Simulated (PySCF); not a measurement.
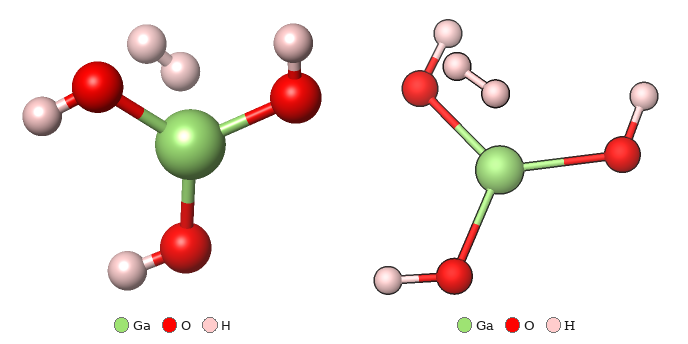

The same structure drawn twice, from different directions.

The computed structure is the end point of a PBE0-D4/def2-TZVP optimisation. No frequency run is at hand to confirm it as a minimum.

Identify the structure.

It has 9 atoms: 1 gallium, 5 hydrogen and 3 oxygen (GaH5O3). Judged by distances it falls into 2 fragments: GaH3O3, H2. Coordination: 1 Ga trigonal planar; 3 O bent.
